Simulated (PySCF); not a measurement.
## Atomic calculation, with input and output: Te

- system: Te, configuration 1s2 2s2 2p6 3s2 3p6 3d10 4s2 4p6 4d10 5s2 5p3 6s1, multiplicity 5.
- method: unrestricted PBE, aug-cc-pwCVTZ-DK3, spin-free X2C-1e, Gaussian nucleus (PySCF)

**The input**
```python
from pyscf import gto, scf, dft, mp, cc
import basis_set_exchange as bse
mol = gto.M(atom="Te 0 0 0", charge=0, spin=4, symmetry="D2h",
            basis=gto.basis.parse(bse.get_basis("aug-cc-pwCVTZ-DK3", elements=["Te"], fmt="nwchem")),
            nucmod="G")
mf = dft.UKS(mol, xc="PBE").sfx2c1e()
mf.irrep_nelec = {'Ag': (10, 9), 'B1g': (2, 2), 'B2g': (2, 2), 'B3g': (2, 2), 'B1u': (4, 3), 'B2u': (4, 3), 'B3u': (4, 3)}
mf.kernel()
```

The script is an equivalent of what the driver set up; the driver started from orbitals of its own, so the log can be shorter than this script's would be, and it computed the properties (radii, ⟨L²⟩, response) afterwards. It held the occupations shell by shell, which the script's counts by irreducible representation don't always enforce.

**Output (extracts)**
```
damping factor = 0
level_shift factor = 0
DIIS = <class 'pyscf.scf.diis.CDIIS'>
diis_start_cycle = 1
diis_space = 10
diis_damp = 0
SCF conv_tol = 1e-09
SCF conv_tol_grad = None
number electrons alpha = 28  beta = 24
XC functionals = PBE
    J. P. Perdew, K. Burke, and M. Ernzerhof.,  Phys. Rev. Lett. 77, 3865 (1996)
    J. P. Perdew, K. Burke, and M. Ernzerhof.,  Phys. Rev. Lett. 78, 1396 (1997)
    J. P. Perdew, K. Burke, and M. Ernzerhof.,  Phys. Rev. Lett. 77, 3865 (1996)
    J. P. Perdew, K. Burke, and M. Ernzerhof.,  Phys. Rev. Lett. 78, 1396 (1997)
cycle= 1 E= -6792.87611102933  delta_E= -0.0176  |g|= 0.0563  |ddm|= 1.43
cycle= 2 E= -6792.87627249947  delta_E= -0.000161  |g|= 0.0162  |ddm|= 0.142
cycle= 3 E= -6792.87631691628  delta_E= -4.44e-05  |g|= 0.013  |ddm|= 0.175
cycle= 4 E= -6792.8763376304  delta_E= -2.07e-05  |g|= 0.000454  |ddm|= 0.0178
cycle= 5 E= -6792.87633773571  delta_E= -1.05e-07  |g|= 5.12e-05  |ddm|= 0.00857
cycle= 6 E= -6792.87633773843  delta_E= -2.72e-09  |g|= 5.59e-06  |ddm|= 0.00514
cycle= 7 E= -6792.87633773846  delta_E= -2.91e-11  |g|= 1.96e-07  |ddm|= 0.000333
converged SCF energy = -6792.87633773846  <S^2> = 6.0007621  2S+1 = 5.0003048
```

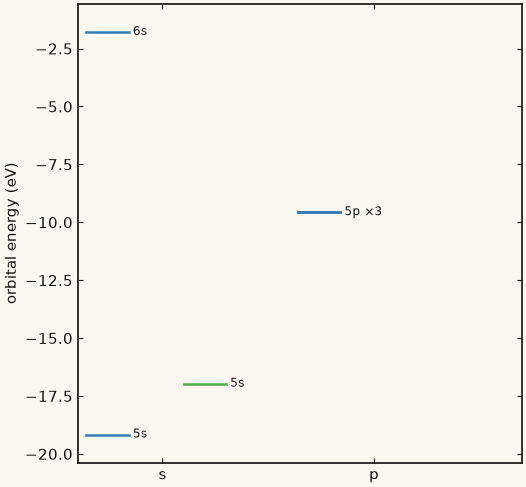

**Figure 1.** Orbital energies of the mean field, from the top down to −19.2 eV, by angular momentum, α spin at the left of each column and β at the right; ×n counts the orbitals under one label. Empty levels that the record names by l alone aren't drawn. The highest filled orbital is 6s α at −1.78 eV, the lowest empty one p β at −7.27 eV.

**Results in brief**

| quantity | value |
| --- | --- |
| outcome | converged |
| total energy | −6792.8763 hartree |
| ⟨S²⟩ | 6.001 |
| SCF iterations | 7 |
| hardware | 1 CPU thread, shared host |
| CPU time | 1.9 s (integrals apart) |

**Remarks**

This is not the ground configuration of the species.
